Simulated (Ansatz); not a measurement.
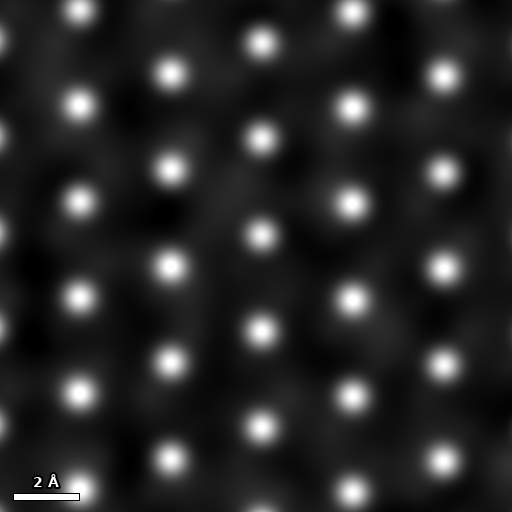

Z-contrast image of LiAuO4 (P4/mmm, No. 123) along [111]. Simulation: incoherent imaging, intensity Z^1.7 per atom, probe width 0.82 Å, thin sample. The probe carries 25 % of its weight in a tail 2.5 times as wide. The speckle of an amorphous layer was added. Structure: coordinates from a relaxation with Ansatz 0.2.0, DFT PBEsol, scalar-relativistic, plane waves, PAW; the starting structure was generated, so it need not be a known form of this composition.

Question: What can be read from this image?

Answer: The columns repeat on a centred rectangular net of 3.47 × 4.86 Å (plane group c2mm). The brightest columns hold 1 Au + 1 Li per repeat. The O columns make no clear peak of their own: they are too faint or too near a brighter column. The shortest distance between visible columns is 2.98 Å in projection (between Au + Li columns). Along the beam the structure repeats every 6.94 Å.
